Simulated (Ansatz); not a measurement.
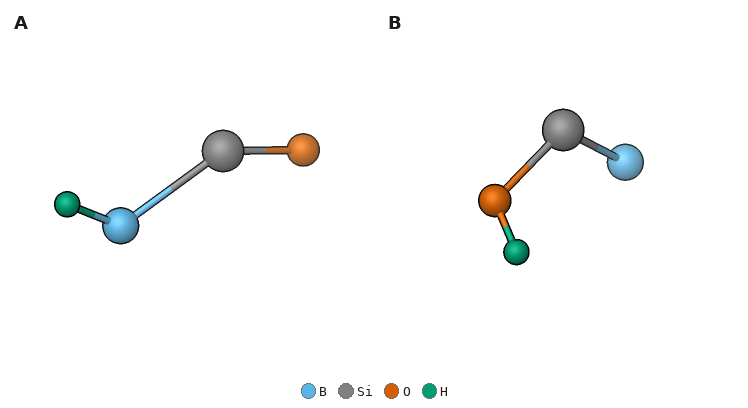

2 stationary structures of one formula. Geometries: PBE0-D4/def2-TZVP. Electronic energies: RHF-CCSD(T) (frozen core)/def2-TZVPP (Ansatz 0.2.0), without zero-point energy. No frequency run is at hand to confirm each as a minimum.

**Which structure is the most stable?**

A is lowest (Cs); B lies 1.197 eV above it (C1).
